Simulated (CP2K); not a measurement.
# AlSiH5O2 (SMILES O[SiH2][O][AlH2]) at GFN1-xTB

Aim: the energy change on altering one bond length of AlSiH5O2 at GFN1-xTB, from 2 runs. 

Program for the calculation: CP2K 2026.2.

1 further run of the same task is left out (it didn't finish).

**1. The structure to begin with**

AlSiH5O2: 9 atoms, total charge 0, spin state singlet. As SMILES, `O[SiH2][O][AlH2]`. The shape is that of a PBE0-D4/def2-TZVP optimisation. This is one conformer, not always the lowest.

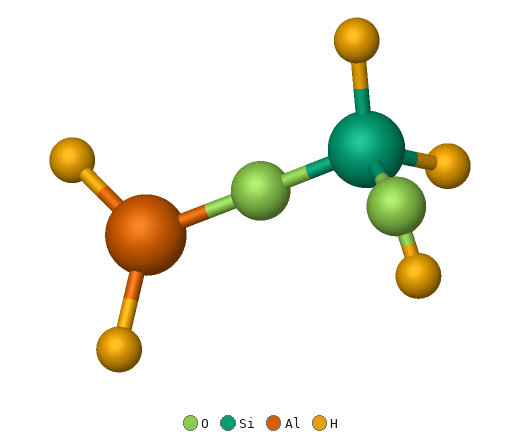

The structure, seen from a chosen angle (oxygen green, silicon teal, aluminium orange, hydrogen amber).

**2. The energy at GFN1-xTB**

File calc.inp:

```
&GLOBAL
  PROJECT_NAME calc
  RUN_TYPE ENERGY
  PRINT_LEVEL MEDIUM
&END GLOBAL

&FORCE_EVAL
  METHOD QS
  &DFT
    ! Quickstep
    &QS
      METHOD XTB
      EPS_DEFAULT 1.0E-10
      &XTB
        GFN_TYPE TBLITE
        &TBLITE
          METHOD GFN1
        &END TBLITE
        CHECK_ATOMIC_CHARGES F
      &END XTB
    &END QS
    &POISSON
      PERIODIC NONE
      POISSON_SOLVER ANALYTIC
    &END POISSON
    ! self-consistent field
    &SCF
      SCF_GUESS ATOMIC
      EPS_SCF 1.0E-06
      MAX_SCF 150
      ADDED_MOS 8
      &DIAGONALIZATION
        ALGORITHM STANDARD
      &END DIAGONALIZATION
      &MIXING
        METHOD DIRECT_P_MIXING
        ALPHA 0.4
      &END MIXING
      &SMEAR ON
        METHOD FERMI_DIRAC
        ELECTRONIC_TEMPERATURE [K] 300
      &END SMEAR
    &END SCF
    &PRINT
      &MOMENTS
        PERIODIC F
        REFERENCE COM
        MAX_MOMENT 1
      &END MOMENTS
      &MO ON
        ENERGIES T
        OCCUPATION_NUMBERS T
        NDIGITS 6
        &EACH
          QS_SCF 0
        &END EACH
        ADD_LAST NUMERIC
      &END MO
      &HIRSHFELD OFF
      &END HIRSHFELD
    &END PRINT
  &END DFT
  ! structure
  &SUBSYS
    &CELL
      ABC 15.4 16.7 14.5
      PERIODIC NONE
    &END CELL
    &COORD
      O     -0.795100     1.829400    -0.898200
      Si     0.173000     1.196700     0.266900
      O      0.250800    -0.418900     0.197700
      Al     0.325700    -2.080500    -0.060600
      H     -1.740800     1.705800    -0.810900
      H      1.506100     1.782800     0.005000
      H     -0.337300     1.564900     1.614200
      H     -0.959500    -2.795700    -0.636800
      H      1.665600    -2.830600     0.305400
    &END COORD
    &TOPOLOGY
      &CENTER_COORDINATES
      &END CENTER_COORDINATES
    &END TOPOLOGY
  &END SUBSYS
&END FORCE_EVAL
```

Run with:

```sh
$ OMP_NUM_THREADS=1 cp2k.psmp -i calc.inp -o calc.out
```

The program printed:

```text
CP2K| version string:                                       CP2K version 2026.2
[...]
 GLOBAL| Method name                                                        CP2K
[...]
 GLOBAL| Run type                                                         ENERGY
[...]
                             - Atoms:                                          9
[...]
                             - Spherical basis functions:                     36
[...]
 Number of electrons:                                                         24
[...]
  *** SCF run converged in    15 steps ***
[...]
  Fermi energy:                                                -0.25199520535393
[...]
 TB_DIPOLE| Moment [Debye]         -1.08713625      -1.11535528       0.43438645
 TB_DIPOLE| Derivative [a.u.]       0.00000000       0.00000000       0.00000000
[...]
 ENERGY| Total FORCE_EVAL ( QS ) energy [hartree]            -15.453391310615695
[...]
```

It took 0.28 s on 1 thread of Arm Neoverse V1, shared host.

**3. The distorted shape, same level**

File run.inp:

```
&GLOBAL
    PROJECT run
    RUN_TYPE ENERGY
    PRINT_LEVEL MEDIUM
&END GLOBAL
&FORCE_EVAL
    METHOD QUICKSTEP
    &DFT
        &QS
            METHOD XTB
            EPS_DEFAULT 1.0E-10
            &XTB
                GFN_TYPE TBLITE
                &TBLITE
                    METHOD GFN1
                &END TBLITE
                CHECK_ATOMIC_CHARGES F
            &END XTB
        &END QS
        &POISSON
            PERIODIC NONE
            POISSON_SOLVER ANALYTIC
        &END POISSON
        # self-consistent field
        &SCF
            SCF_GUESS ATOMIC
            EPS_SCF 1.0E-06
            MAX_SCF 150
            ADDED_MOS 8
            &DIAGONALIZATION
                ALGORITHM STANDARD
            &END DIAGONALIZATION
            &MIXING
                METHOD DIRECT_P_MIXING
                ALPHA 0.4
            &END MIXING
            &SMEAR ON
                METHOD FERMI_DIRAC
                ELECTRONIC_TEMPERATURE [K] 300
            &END SMEAR
        &END SCF
        &PRINT
            &MOMENTS
                PERIODIC F
                REFERENCE COM
                MAX_MOMENT 1
            &END MOMENTS
            &MO ON
                ENERGIES T
                OCCUPATION_NUMBERS T
                NDIGITS 6
                &EACH
                    QS_SCF 0
                &END EACH
                ADD_LAST NUMERIC
            &END MO
            &HIRSHFELD OFF
            &END HIRSHFELD
        &END PRINT
    &END DFT
    # atoms, cell and kinds
    &SUBSYS
        # box in angstrom
        &CELL
            ABC 15.4 16.7 14.7
            PERIODIC NONE
        &END CELL
        &COORD
            O     -0.718541     1.774160    -1.100331
            Si     0.249559     1.141460     0.064769
            O      0.327359    -0.474140    -0.004431
            Al     0.402259    -2.135740    -0.262731
            H     -1.664241     1.650560    -1.013031
            H      1.582659     1.727560    -0.197131
            H     -0.337300     1.564900     1.614200
            H     -0.882941    -2.850940    -0.838931
            H      1.742159    -2.885840     0.103269
        &END COORD
        &TOPOLOGY
            &CENTER_COORDINATES
            &END CENTER_COORDINATES
        &END TOPOLOGY
    &END SUBSYS
&END FORCE_EVAL
```

Run with:

```sh
$ OMP_NUM_THREADS=1 cp2k.psmp run.inp > run.out
```

The program printed:

```text
CP2K| version string:                                       CP2K version 2026.2
[...]
 GLOBAL| Method name                                                        CP2K
[...]
 GLOBAL| Run type                                                         ENERGY
[...]
                             - Atoms:                                          9
[...]
                             - Spherical basis functions:                     36
[...]
 Number of electrons:                                                         24
[...]
  *** SCF run converged in    16 steps ***
[...]
  Fermi energy:                                                -0.25190827834652
[...]
 TB_DIPOLE| Moment [Debye]         -0.94900938      -1.11923943       0.14292397
 TB_DIPOLE| Derivative [a.u.]       0.00000000       0.00000000       0.00000000
[...]
 ENERGY| Total FORCE_EVAL ( QS ) energy [hartree]            -15.439690911062671
[...]
```

Wall time 0.28 s (1 thread of Arm Neoverse V1, shared host).

**4. Summary of results**

Level: GFN1-xTB.

| quantity | value |
| --- | --- |
| first shape: total energy | -15.45339 Eh |
| first shape: dipole moment (from atomic charges alone) | 1.62 D |
| first shape: HOMO energy | -11.58 eV |
| first shape: LUMO energy | -5.96 eV |
| first shape: HOMO–LUMO gap | 5.62 eV |
| first shape: dispersion energy | -6.19 kJ/mol |
| distorted shape: total energy | -15.43969 Eh |
| distorted shape: dipole moment (from atomic charges alone) | 1.47 D |
| distorted shape: HOMO energy | -11.48 eV |
| distorted shape: LUMO energy | -5.96 eV |
| distorted shape: HOMO–LUMO gap | 5.52 eV |
| distorted shape: dispersion energy | -6.22 kJ/mol |
| energy change with the Si2–H7 bond stretched from 1.487 to 1.710 Å | 0.373 eV |

**Reading.** With the Si2–H7 bond stretched from 1.487 to 1.710 Å the energy rises by 0.37 eV (8.6 kcal/mol). The first shape isn't relaxed at this level, so the change isn't measured from a minimum. The dipole (first shape) comes from point charges on the atoms alone, without atomic dipoles, so it is partial. The dipole (distorted shape) comes from point charges on the atoms alone, without atomic dipoles, so it is partial.
